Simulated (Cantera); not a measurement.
Charge: 1 mol B, 0.58 mol O2, 3.7 mol H2, equilibrated at 1827 °C.

Cantera equilibrium calculation (NASA polynomials, part measured and part estimated; ideal gas, pure solids and liquids). Candidate condensed phases: B, B2O3, B3O3H3, H2O; 23 gas species. The tables' values for BH2 are old estimates; treat these amounts as uncertain. Rates play no part.

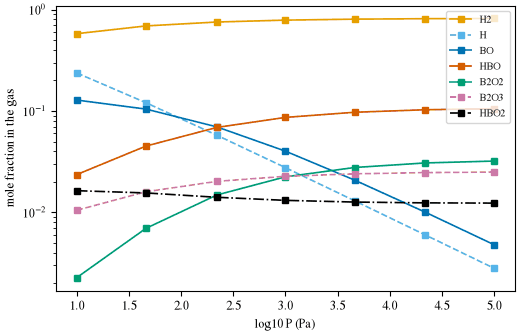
Equilibrium gas composition (values under 1e-9 drawn at 1e-9)

Read off the mole fractions at 34.5 Torr.

H2 about 0.80, HBO about 0.097, B2O2 about 0.028, B2O3 about 0.024, BO about 0.021, H about 0.013, HBO2 about 0.013.
